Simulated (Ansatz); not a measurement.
The calculation's input:

```
crystal:
  periodic: [false, false, false]
  atoms:
    - symbol: F
      position_ang: [-1.954904, 0.593445, -0.908827]
    - symbol: S
      position_ang: [-0.019018, 0.845033, -3.420753]
    - symbol: Si
      position_ang: [-1.833885, 1.406212, -2.546635]
    - symbol: Si
      position_ang: [-1.844100, -0.913727, 0.040676]
    - symbol: H
      position_ang: [0.733588, 1.804486, -2.834749]
    - symbol: H
      position_ang: [-2.970241, 0.756793, -3.211832]
    - symbol: H
      position_ang: [-1.966912, 2.790524, -2.074112]
    - symbol: H
      position_ang: [-0.448442, -0.885828, 0.501312]
    - symbol: H
      position_ang: [-2.163718, -1.937061, -0.967106]
    - symbol: H
      position_ang: [-2.872595, -0.670318, 1.061179]
basis:
  gaussian:
    orbitals: def2-TZVPD
total_charge: 1
hamiltonian:
  xc: {name: PBE0}
output: {forces: true, orbitals: {seedname: orbitals}}
```

Run with:

```sh
ansatz run input.yaml --threads 1 --pin off --max-ram 2610MiB --events-out events.jsonl --progress --plain --runs-dir runs
```

Geometry: B3LYP/6-31G*.

Level of theory: Ansatz 0.2.0, isolated molecule in a Gaussian basis; Kohn-Sham density functional theory, functional PBE0.

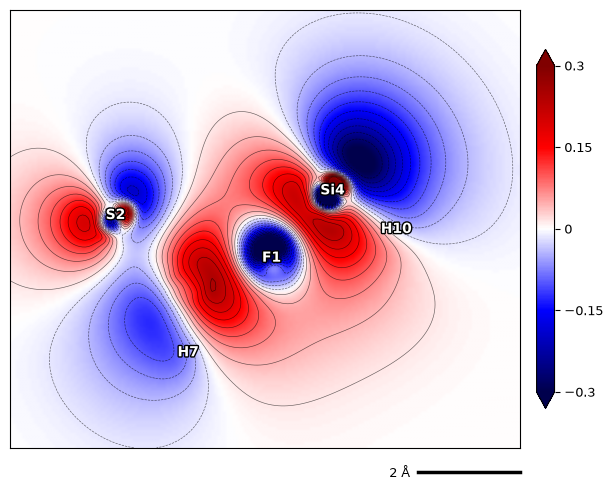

FH₆SSi₂ (SMILES [SiH3][F+][SiH2]S) (charge +1). The LUMO on the plane of atoms F1, Si4 and H10 (values in Å⁻³ᐟ²; the overall sign is arbitrary).

Q: What is the character of this orbital?

A: By Hirshfeld shares it lies mainly on Si4 (about 40 %), Si3 (about 25 %), F1 (about 10 %) and S2 (about 10 %). Its energy is −6.19 eV.
